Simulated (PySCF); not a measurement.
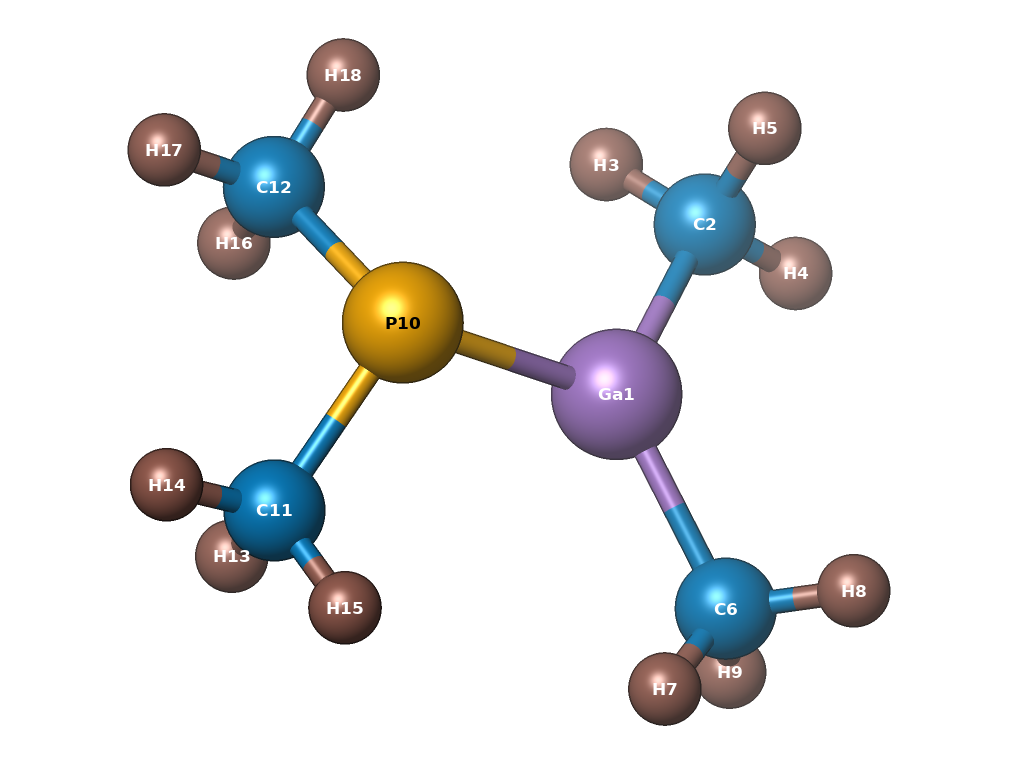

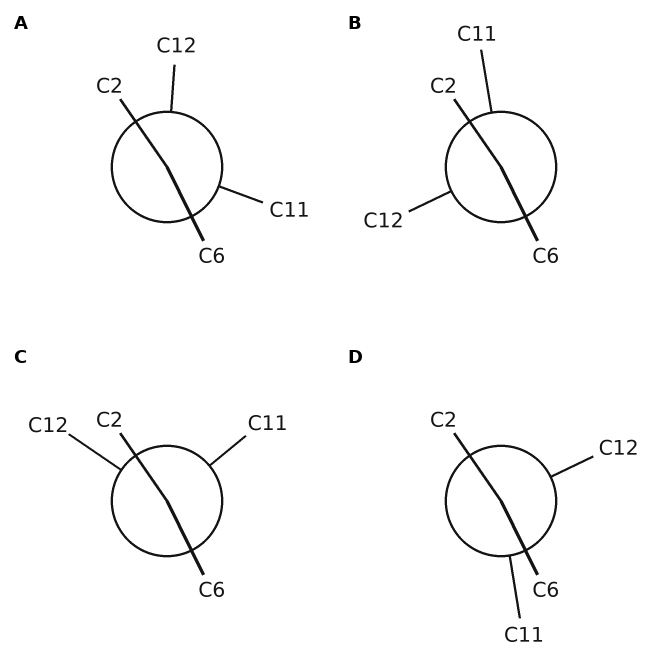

Distant atoms are faded towards the background colour. Bonds that would overlap in a projection are set slightly apart. The geometry was computed by an optimisation with PBE0-D3(BJ)/def2-SVP. No frequency run is at hand to confirm it as a minimum.

### Which Newman projection shows the view along Ga1–P10, with Ga1 in front?

A. The torsion angle C2–Ga1–P10–C11 is 145°, anticlinal.
